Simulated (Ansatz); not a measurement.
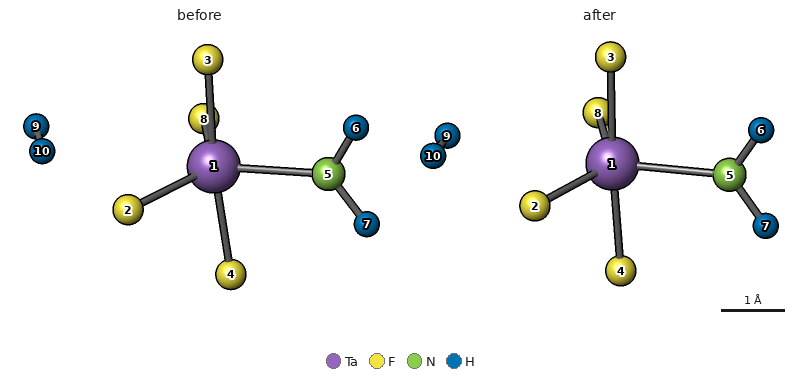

The structure of TaNH₄F₄ before (left) and after (right) a relaxation, at one scale.

Style: ball-and-stick. Shown at a tilt.

The run prepares an end point of a later path (reaction) calculation, from a guessed geometry.

These are results of Ansatz 0.2.0, RKS r2SCAN-D4/def2-SVP, not measurements.

The input:
```yaml
crystal:
  periodic: [false, false, false]
  atoms:
    - { symbol: Ta, position_ang: [-0.067456, 0.154386, 0.088734] }
    - { symbol: F, position_ang: [1.828892, 0.298551, 0.257101] }
    - { symbol: F, position_ang: [-0.295127, 0.358309, 1.95576] }
    - { symbol: F, position_ang: [0.078031, 0.128355, -1.797275] }
    - { symbol: "N", position_ang: [-1.031448, 1.839427, -0.112155] }
    - { symbol: H, position_ang: [-1.392724, 2.370896, 0.675899] }
    - { symbol: H, position_ang: [-1.224777, 2.278211, -1.008163] }
    - { symbol: F, position_ang: [-1.147417, -1.383191, 0.06839] }
    - { symbol: H, position_ang: [1.368918, -2.345149, 0.912315] }
    - { symbol: H, position_ang: [1.768208, -1.759894, 0.795695] }
basis:
  gaussian: { orbitals: def2-SVP }
hamiltonian:
  xc: r2scan
  dispersion: d4
relax:
  f_tol: 0.03
  max_steps: 50
output:
  orbitals: {}
```

Run as
```bash
ansatz run input.yaml --threads 4 --pin off --max-ram 5120MiB --backend cpu --events-out ev --progress --plain --runs-dir out
```

What changed between the two?

After 7 accepted moves (10 points after the start) the energy has fallen by 8.85 kJ/mol. The largest force component goes from 1.4 to 0.013 eV/Å. The line search rejected the trial steps at points 5, 6, 9 of the run. The forces were under the threshold at step 7, but the run went on from there. H9 moves most after the best rigid fit: 0.33 Å. By element the largest moves are H 0.33 Å, F 0.24 Å, Ta 0.11 Å, N 0.04 Å. Some distances before and after: Ta1–H10 2.745 → 2.892 Å, Ta1–H9 2.998 → 2.888 Å, H9–H10 0.718 → 0.760 Å, Ta1–F2 1.909 → 1.884 Å. Bond angles that change, for instance: F2–Ta1–F8 129.3° → 132.2°, F3–Ta1–F4 174.0° → 176.7°.
